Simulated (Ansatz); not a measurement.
Bond-angle distributions (per cent of the angles at each element, bins of 10°) of a relaxed model of amorphous Si$_{10}$Al$_{16}$O$_{44}$ at 2.38 g/cm³. These are PBE, scalar-relativistic without spin-orbit coupling (plane waves to 420 eV, PAW; Ansatz, a first-principles code) values and carry that method's errors.

It comes from a melt-quench run on a machine-learned potential (CHGNet), relaxed afterwards by DFT. O atoms were pushed apart under 1.9 Å during the dynamics, to hinder bonds among them. The hot cell started wider than the set density and was brought back towards it in steps. It is the lowest in DFT energy of 2 quenches. It is a model cell: composition and starting density were chosen by hand, and all elements were melted together. No dispersion term was used. Its density started from a set value of 2.35 and ended at 2.38 g/cm³. Cooling (nominally 83 K/ps over its main leg) ran many orders faster than in experiment, which tends to leave more defects and strain. A cell of this size samples the disorder only roughly. The volume was free in the relaxation, at fixed shape. Stress components on the final sampling reach 1.3 GPa.

Neighbours within Si-Si 2.60 Å, Si-Al 2.55 Å, Si-O 1.94 Å, Al-Al 2.66 Å, Al-O 2.48 Å, O-O 1.58 Å count as bonded. Two cations that share two anions don't count as bonded, nor two that share one unless they lie closer than Si-Si 2.38 Å, Si-Al 2.48 Å, Al-Al 2.59 Å.

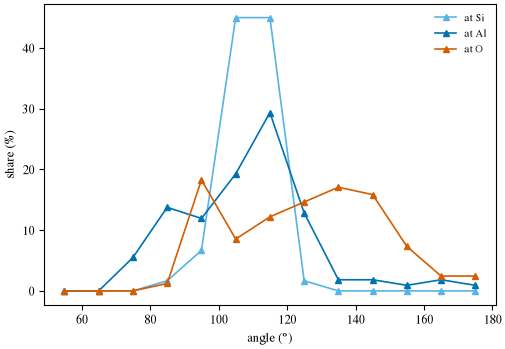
*Bond-angle distributions*

They go with these counts of neighbours within the cut-offs, cation contacts included: Si mean 4.0, most often 4; Al mean 4.2, most often 4; O mean 2.4, most often 2.
